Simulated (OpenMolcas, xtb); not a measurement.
**A ladder of methods for SiHCl2F (SMILES F[SiH](Cl)Cl)**

The species is SiHCl2F (5 atoms), meant as a singlet with charge 0. As SMILES, `F[SiH](Cl)Cl`. The shape is that of a PBE0-D4/def2-TZVP optimisation.

Quantity: the dipole moment, in D. The values are calculated.

```
           level             kind     program  value (D)   CPU time
        GFN1-xTB   semi-empirical         xtb       1.22  under 2 s
    HF/def2-SVPD     Hartree–Fock  OpenMolcas       1.25       23 s
 SVWN5/def2-SVPD              LDA  OpenMolcas       1.08       45 s
   PBE/def2-SVPD              GGA  OpenMolcas       1.02       38 s
 M06-L/def2-SVPD         meta-GGA  OpenMolcas       1.08       57 s
 BHLYP/def2-SVPD    global hybrid  OpenMolcas       1.19       66 s
M06-2X/def2-SVPD  hybrid meta-GGA  OpenMolcas       1.16       81 s
```

The values span 1.02 to 1.25 D. Magnitudes only. Times are those of the runs behind each value, whatever else they computed, on shared processors of several kinds: orders of magnitude only.

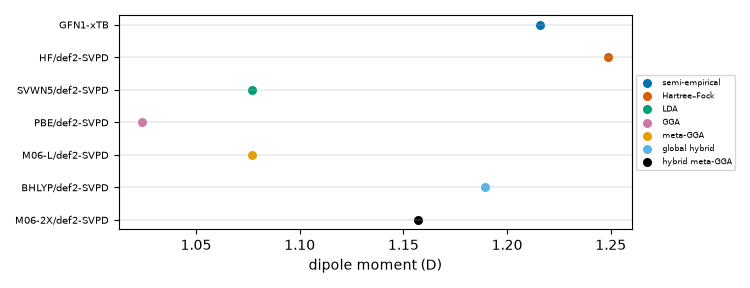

The values of the table, level by level.
